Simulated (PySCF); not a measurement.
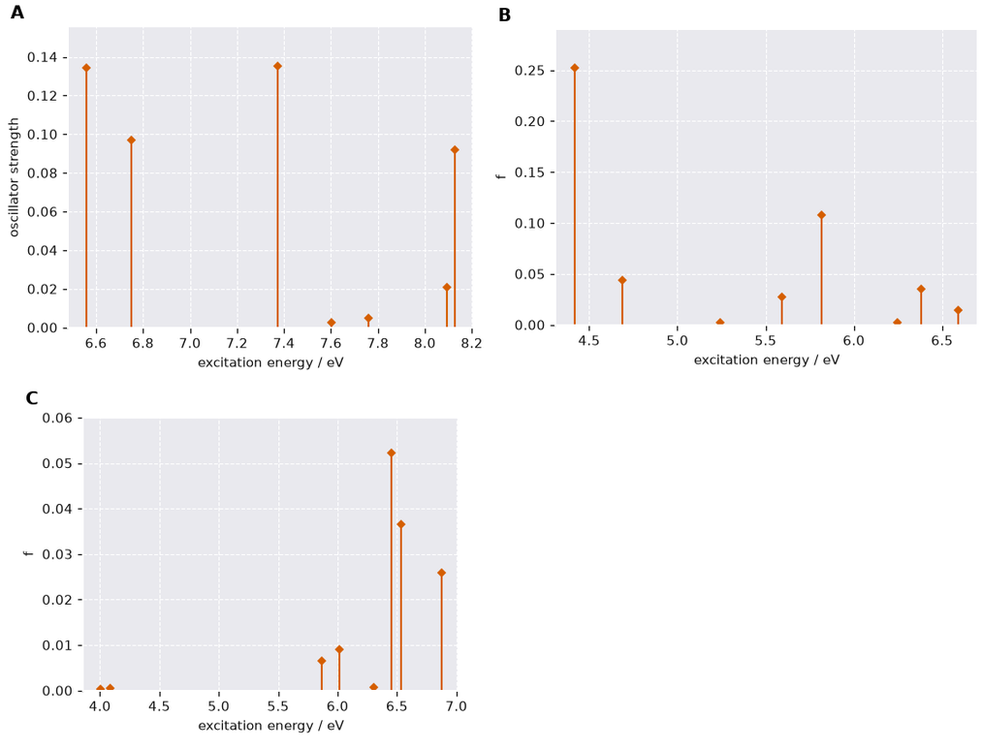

Vertical TDDFT excitations, ωB97X-D/def2-SVPD with PySCF, at a GFN2-xTB geometry (no frequency check), gas phase. Each panel shows the lowest singlet states that were computed.

### Which panel belongs to which molecule?
1. C₂H₈N₃PSi, SMILES C=N[Si](N)(P)N=C
2. C₃H₁₀GeO₂Si, SMILES C=C([CH2][GeH3])O[SiH2]O, singlet
3. C₂H₄B₂ClP, SMILES BPB(Cl)C#C

A: 2 (S1 at 6.56 eV, brightest at 7.37 eV)
B: 3 (S1 at 4.42 eV, brightest at 4.42 eV)
C: 1 (S1 at 4.00 eV, brightest at 6.45 eV)

Caveats, for all or some of the runs: core orbitals are frozen in the response; one conformer of a flexible molecule; the tight-binding geometry is rougher than a DFT one and adds to the error.
